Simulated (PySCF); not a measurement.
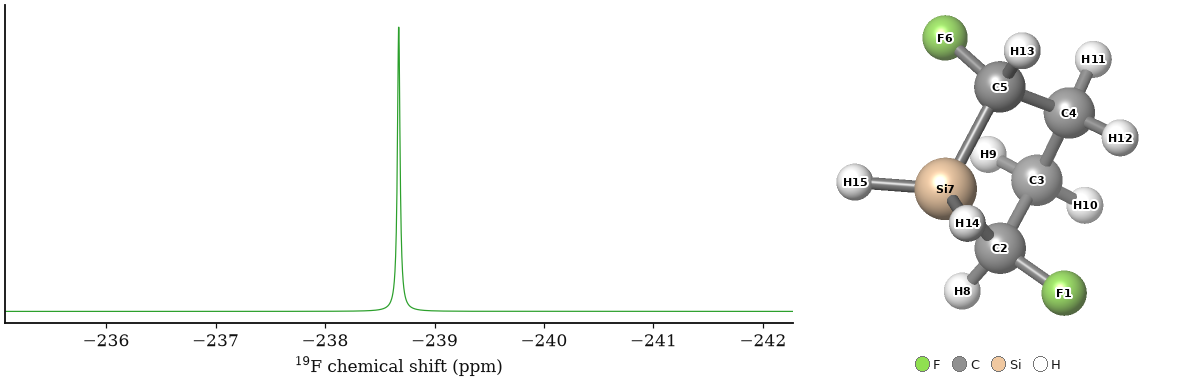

Spectrum and numbered structure of C₄H₈F₂Si, SMILES F[C@@H]1CC[C@@H](F)[SiH2]1. GIAO shifts, PBE0/pcSseg-1 in PySCF 2.14.0, at a PBE0-D3(BJ)/def2-SVP geometry (no frequency check), against CFCl₃ for ¹⁹F computed at the same level (¹⁹F: this reference is a hard case for the method, so all values can be off together by tens of ppm, and differences between signals are safer). Gas phase, fully decoupled, line heights follow the number of nuclei, widths are arbitrary (no quadrupolar broadening); values of one conformer, averaged over methyl-type rotors and exact or near symmetry; other conformers aren't averaged in.

**Where does the ¹⁹F line lie?**

At −238.7 ppm (F1 and F6).
